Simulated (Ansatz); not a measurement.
## Electronic structure of CH7ClO2Si2 in real space

The calculation's input:

```
crystal:
  periodic: [false, false, false]
  atoms:
    - { symbol: O, position_ang: [-2.171, -1.5958, 0.4005] }
    - { symbol: C, position_ang: [-0.9138, -1.2172, -0.0979] }
    - { symbol: Si, position_ang: [-0.3704, 0.5744, 0.0363] }
    - { symbol: O, position_ang: [-0.3517, 1.1277, 1.6218] }
    - { symbol: Si, position_ang: [1.8111, 0.6926, -0.8264] }
    - { symbol: Cl, position_ang: [-1.6229, 1.8017, -0.9894] }
    - { symbol: H, position_ang: [-2.3851, -0.996, 1.1724] }
    - { symbol: H, position_ang: [-0.1677, -1.8368, 0.4395] }
    - { symbol: H, position_ang: [-0.8733, -1.5057, -1.105] }
    - { symbol: H, position_ang: [0.2101, 0.7498, 2.2857] }
    - { symbol: H, position_ang: [2.6948, -0.1408, 0.0534] }
    - { symbol: H, position_ang: [1.8801, 0.1915, -2.1858] }
    - { symbol: H, position_ang: [2.2802, 2.1198, -0.7902] }
basis:
  gaussian: { orbitals: def2-SVP }
hamiltonian:
  xc: { name: BHLYP }
  dispersion: d4
relax:
  f_tol: 0.015
  max_steps: 40
output:
  orbitals: {}
```

Run with:

```sh
ansatz run input.yaml --threads 2 --pin off --max-ram 3072MiB --backend cpu --events-out ev --progress --plain --runs-dir out
```

The fields are those of the relaxed geometry.

The calculation used RKS BHLYP-D4/def2-SVP in Ansatz.

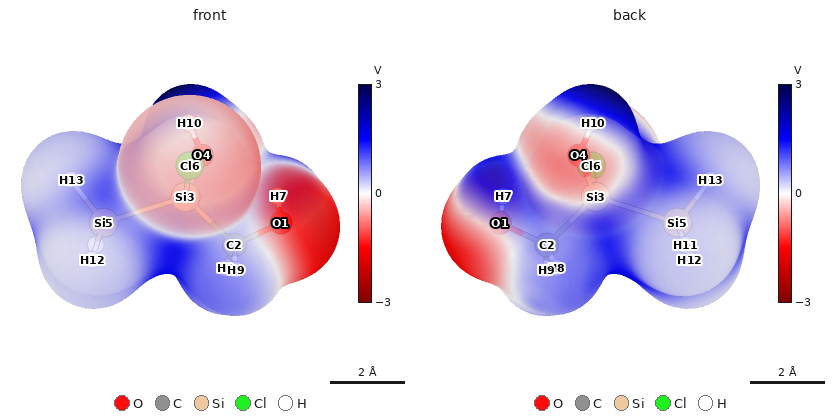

Figure 1. The molecular electrostatic potential painted on the density surface at 0.002 e/bohr³, seen from the front and from behind; the colour scale runs from red (negative) to blue (positive).

> Describe the electrostatic potential map.

The most negative region (about −1.8 V) lies over O1, the most positive (about +2.9 V) over H10. O1 is the likeliest acceptor of a hydrogen bond.

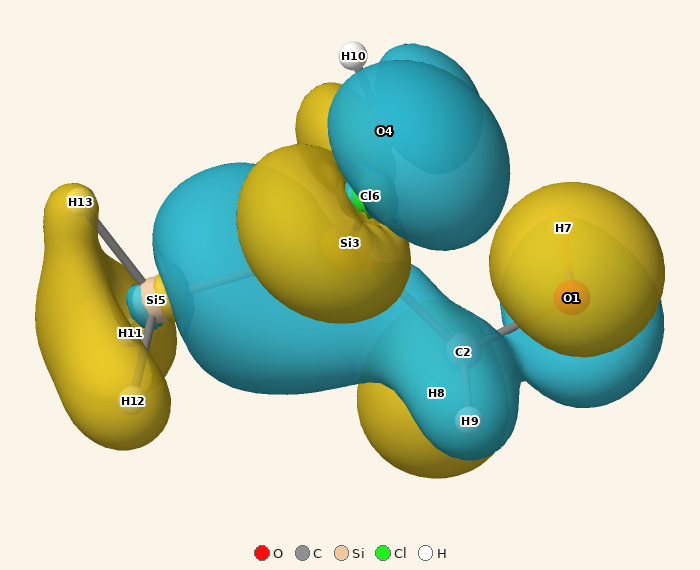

Figure 2. The HOMO−1 at ±0.06 Å⁻³ᐟ² (yellow and cyan are the two phases), seen across its widest extent.

> Describe this orbital and give its energy.

By Hirshfeld shares it lies mainly on O1 (about 30 %), Cl6 (about 20 %), Si5 (about 15 %), Si3 (about 10 %) and C2 (about 5 %). Its energy is −9.61 eV.

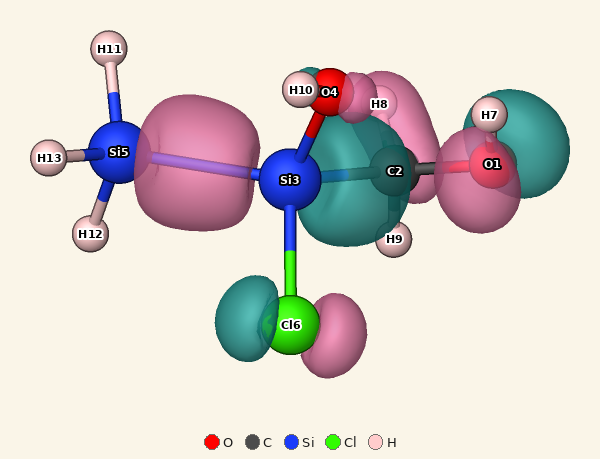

Figure 3. The HOMO at ±0.15 Å⁻³ᐟ² (teal and pink are the two phases), seen from one side.

> Where does this orbital lie, and at what energy?

By Hirshfeld shares it lies mainly on O1 (about 25 %), C2 (about 15 %), Si3 (about 15 %), Si5 (about 15 %) and Cl6 (about 10 %). Its energy is −8.61 eV.
